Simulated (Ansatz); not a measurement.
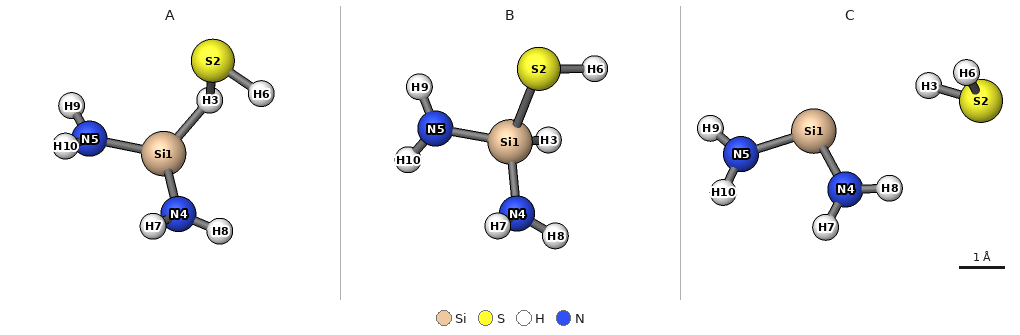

Three geometries of SiN2H6S: a saddle point and the two minima that it joins, in shuffled order. Style: ball-and-stick. Shown at a tilt. Sticks join atoms that are closer than about 1.2 times the sum of their covalent radii (a little more with hydrogen).

Stationary points at PBE0-D4/def2-TZVP, single-point energies with wB97M-V, CAM-B3LYP-D4, B97M-V, CCSD(T)/CBS, r2SCAN0-D4, B2PLYP (def2-TZVPP where no basis is named; Ansatz 0.2.0). The energies are electronic, without zero-point or thermal terms, and both ends are the minima reached downhill from the saddle, with any fragments still in contact. CCSD(T)/CBS stands for a frozen-core estimate: MP2 correlation extrapolated from def2-TZVPP and def2-QZVPP, CCSD(T) minus MP2 from the smaller set.

### Identify the saddle point and describe the reaction.

Frame A is the saddle point. Counted by bonded pieces, B holds SiH₆SN₂ and C holds H₂S + SiH₄N₂. From B over the saddle to C, a bond forms: S2–H3 (2.93 → 1.76 → 1.35 Å). Bonds break: Si1–S2 (2.15 → 2.68 → 3.85 Å), Si1–H3 (1.49 → 1.60 → 2.77 Å). The saddle has one imaginary mode, 953i cm⁻¹. With wB97M-V the barrier is 2.94 eV from B and 1.14 eV from C, and C lies 1.79 eV above B.

```csv
level,barrier from B (eV),barrier from C (eV),C less B (eV)
wB97M-V,2.94,1.14,1.79
CAM-B3LYP-D4,2.91,1.10,1.82
B97M-V,2.74,0.88,1.86
CCSD(T)/CBS,2.91,1.03,1.88
r2SCAN0-D4,2.89,0.84,2.04
B2PLYP,2.82,1.02,1.80
```

Against CCSD(T)/CBS, CAM-B3LYP-D4 comes closest on the barrier from B (+0.00 eV) and B97M-V misses most (−0.17 eV).
